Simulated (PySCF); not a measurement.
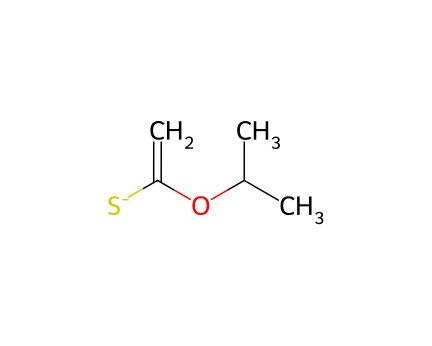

State: charge −1, singlet. The geometry was computed by an optimisation with GFN2-xTB. No frequency run is at hand to confirm it as a minimum. Method: PBE0/def2-SVPD, gas phase (PySCF 2.14.0).

Predict the main results.

The species is C5H9OS(-) (`C=C([S-])OC(C)C`).
- HOMO energy (Kohn–Sham orbital): −0.36 eV
- mean static polarisability: 107.5 bohr³
